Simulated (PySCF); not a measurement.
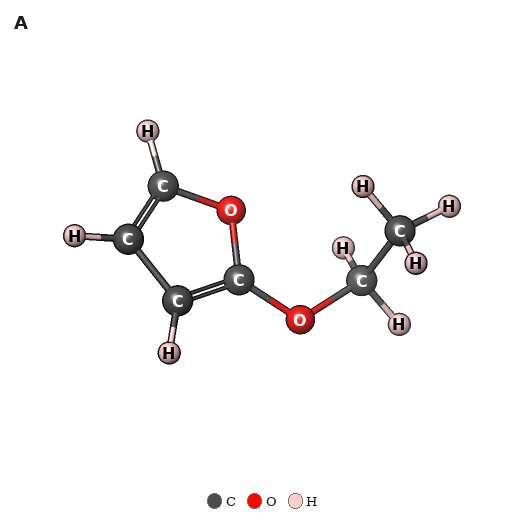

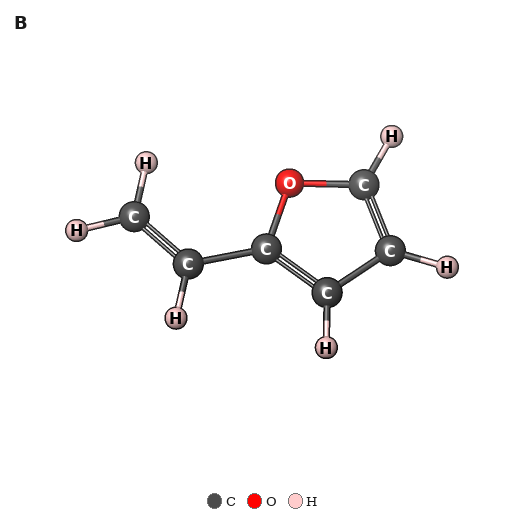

Two related species, optimised with GFN2-xTB; properties computed with PySCF 2.14.0. Both: charge 0, singlet.

### What are A and B?

A is C6H8O2 (CCOc1ccco1), B is C6H6O (C=Cc1ccco1).

Compare them. With CAM-B3LYP/def2-SVPD: dipole moment (D), HOMO–LUMO gap (eV), HOMO energy (Kohn–Sham orbital) (eV), lowest vertical singlet excitation (eV), mean static polarisability (bohr³).

```tsv
quantity	A	B
dipole moment (D)	1.12	0.80
HOMO–LUMO gap (eV)	8.46	7.48
HOMO energy (Kohn–Sham orbital) (eV)	−7.11	−7.33
lowest vertical singlet excitation (eV)	5.75	4.99
mean static polarisability (bohr³)	75.9	76.6
```

Each is one conformer, and no frequency run is at hand to confirm it as a minimum.
